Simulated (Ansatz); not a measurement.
# Si₂NH₇OF₄: single-point calculation

- system: Si₂NH₇OF₄
- method: RKS PBE0-D4/def2-TZVPP (Ansatz 0.2.0)

The geometry is a transition state. The reaction was set up to form Si1–N8, H7–F10 and O2–H9 and to break Si1–O2, H7–N8 and H9–F10 (atoms counted from 1 in the order of the input); sticks are drawn by distance alone. The geometry comes from this level: PBE0-D4/def2-TZVP.

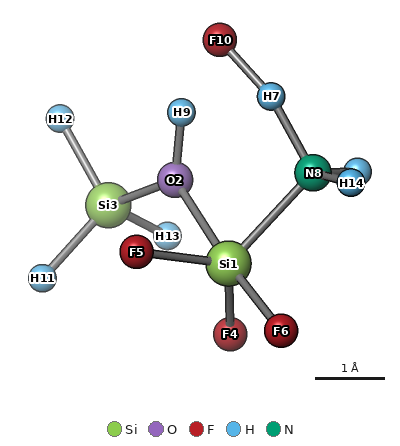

The input geometry (ball-and-stick view, seen at a tilt; atoms are numbered from 1 in the order of the input). Bond lengths as drawn: F–H 1.16 Å, F–Si 1.59 to 1.62 Å, H–N 1.01 to 1.27 Å, H–O 1.04 Å, H–Si 1.48 Å, N–Si 1.81 Å and O–Si 1.68 to 1.93 Å.

Results in brief:

- outcome: converged
- total energy: −30268.4038 eV
- mean-field energy: −30268.0875 eV
- dispersion energy: −0.3163 eV
- SCF solution under orbital rotations: stable
- HOMO: −9.63 eV
- LUMO: −0.37 eV
- hardware: 4 CPU threads, shared host
- wall time: 8.5 s (CPU time 3.8 s; the host was busy)
- peak memory: 0.87 GiB

Input:
```yaml
crystal:
  periodic: [false, false, false]
  atoms:
    - {symbol: Si, position_ang: [-0.693766, 0.728142, 0.824501]}
    - {symbol: O, position_ang: [0.284773, -0.054150, -0.646077]}
    - {symbol: Si, position_ang: [-0.059337, 0.034508, -2.289267]}
    - {symbol: F, position_ang: [-1.963787, 0.517843, -0.122155]}
    - {symbol: F, position_ang: [0.209670, 2.018216, 0.636103]}
    - {symbol: F, position_ang: [-1.531221, 1.265535, 2.099920]}
    - {symbol: H, position_ang: [1.225944, -0.796011, 1.328250]}
    - {symbol: N, position_ang: [0.048253, -0.629559, 1.759087]}
    - {symbol: H, position_ang: [1.210421, -0.392672, -0.306479]}
    - {symbol: F, position_ang: [2.130722, -0.874750, 0.611608]}
    - {symbol: H, position_ang: [-0.509925, 1.405451, -2.607540]}
    - {symbol: H, position_ang: [1.207459, -0.291642, -2.983250]}
    - {symbol: H, position_ang: [-1.105013, -0.958219, -2.620339]}
    - {symbol: H, position_ang: [-0.037655, -0.461534, 2.755607]}
    - {symbol: H, position_ang: [-0.416637, -1.511358, 1.559931]}
basis:
  gaussian: {orbitals: def2-TZVPP}
hamiltonian: {xc: pbe0, dispersion: d4}
output: {orbitals: {seedname: orbitals}}
```

Run as:
```bash
ansatz run in.yaml --threads 4 --pin off --events-out ev --progress --plain --max-ram 66560MiB --backend cuda --devices 0, --max-vram 37GiB
```

Output:
```
Functional definition: PBE0
  name "PBE0"
  cite "Adamo & Barone, J. Chem. Phys. 110, 6158 (1999) doi:10.1063/1.478522"
  cite "Perdew, Burke & Ernzerhof, Phys. Rev. Lett. 77, 3865 (1996) doi:10.1103/PhysRevLett.77.3865"
  parent pbe
  parameter a = 0.25
  parameter kappa = 0.804
  parameter beta = 0.06672455060314922
  exchange = (1 - a)*pbe_x(kappa = kappa, mu = beta*pi^2/3) + a*exact_x
  correlation = pbe_c(beta = beta)
1925 factors; their error is unknown
mean field evaluation 1: about -30257.8124 eV, gradient 8.4e1 eV
mean field evaluation 2: about -30250.5676 eV, gradient 1.1e2 eV
mean field evaluation 4: about -30267.9760 eV, gradient 4.4e0 eV
mean field evaluation 8: about -30268.0095 eV, gradient 6.2e-2 eV
mean field evaluation 16: about -30268.0875 eV, gradient 1.2e-4 eV
mean field -30268.08747866 eV, -1112.3316983944 hartree, gradient 4.2e-5 eV, S^2 0.000000; 0 other end points of the search recorded, 0 dependent functions left out
reference -30268.08751318 eV, -1112.3316996626 hartree; 43, 43 occupied and 325, 325 virtual orbitals, 1925 factors
Total energy: -30268.40384602 eV, -1112.3433246801 hartree
```

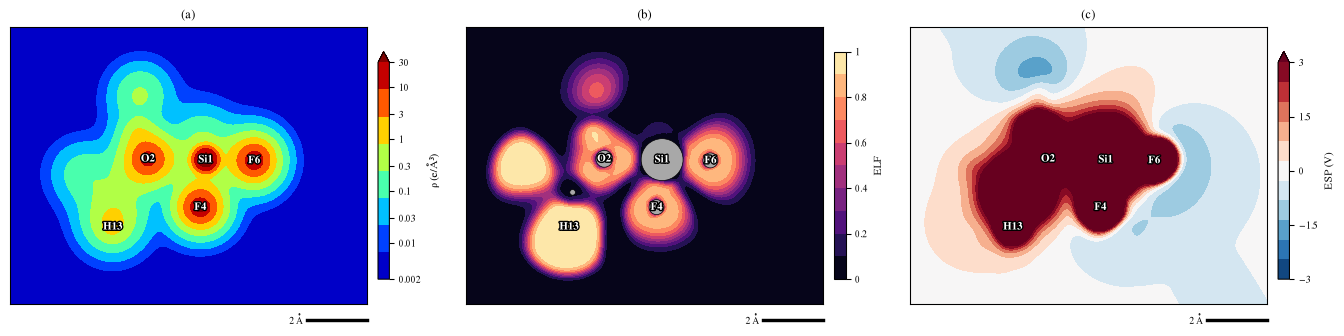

(a) total electron density; (b) electron localisation function; (c) molecular electrostatic potential on the plane of atoms O2, Si1 and F4. Grey discs, where drawn, cover atomic cores. The section cuts through Si, O, F and H sites. Si–F (1.60 Å): ρ is about 1.2 e/Å³ halfway; the ELF peaks at about 0.85 between the atoms, which marks a polar covalent bond. Si–O (1.93 Å): ρ is about 0.63 e/Å³ halfway; the ELF peaks at about 0.90 between the atoms, which marks a polar covalent bond.

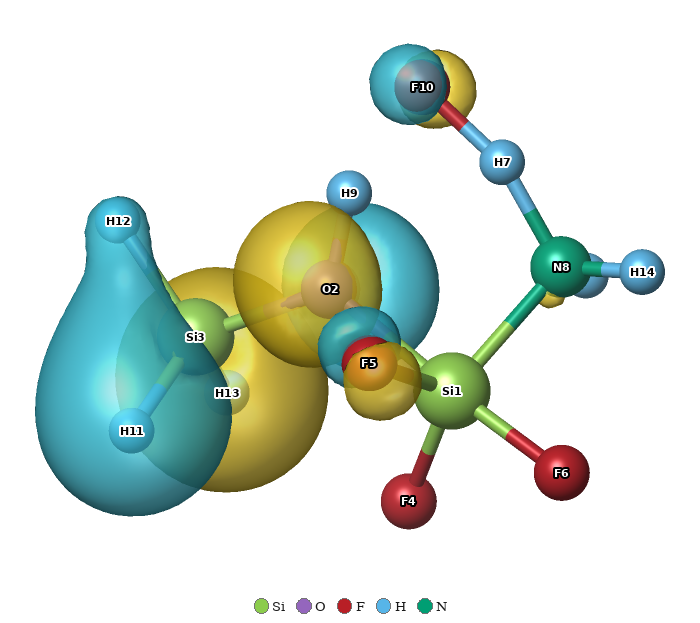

One frontier orbital at ±0.1 Å⁻³ᐟ² (yellow and cyan are the two phases), seen at a tilt. The HOMO, at −9.63 eV. It lies mainly on O2 (25 %), Si3 (25 %), H13 (20 %) and H11 (15 %).

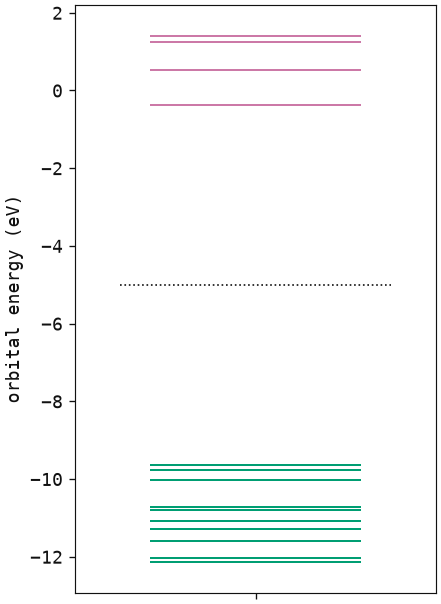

Orbital energies near the frontier; the dotted line parts filled from empty levels, and levels within 0.02 eV of each other stand side by side. Highest filled −9.63 eV, lowest empty −0.37 eV, 9.26 eV apart.
